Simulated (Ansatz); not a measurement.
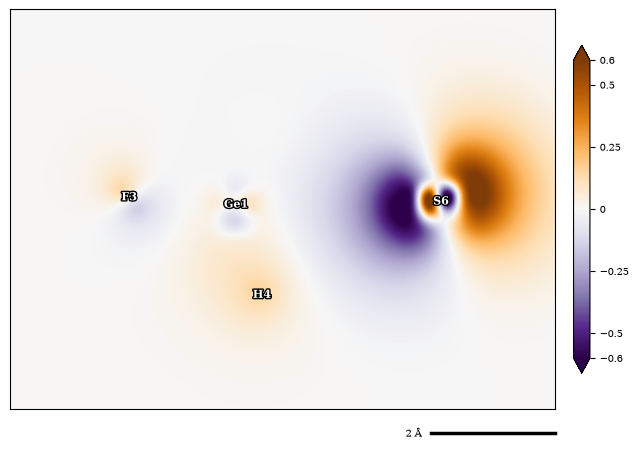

The picture shows: F3GeH···H2S. The HOMO on the plane of atoms F3, Ge1 and H4 (values in Å⁻³ᐟ²; the overall sign is arbitrary).

These are results of RKS PBE0-D4/def2-SVP (Ansatz 0.2.0), not measurements.

| atom | x (Å) | y (Å) | z (Å) |
| --- | --- | --- | --- |
| Ge | 0.1884 | 0.0992 | -0.1081 |
| F | 0.2698 | -0.0719 | 1.6014 |
| F | 1.8224 | -0.0778 | -0.6119 |
| H | -0.3657 | 1.4150 | -0.6068 |
| F | -0.5822 | -1.3108 | -0.7199 |
| S | -2.9227 | 0.1980 | 0.9959 |
| H | -2.8856 | -1.0490 | 0.4815 |
| H | -2.2541 | -0.1817 | 2.1050 |

What is the character of this orbital?

Its weight (Hirshfeld) is mainly on S6 (about 85 %); largely a lone pair of S6. Its energy is −7.93 eV.
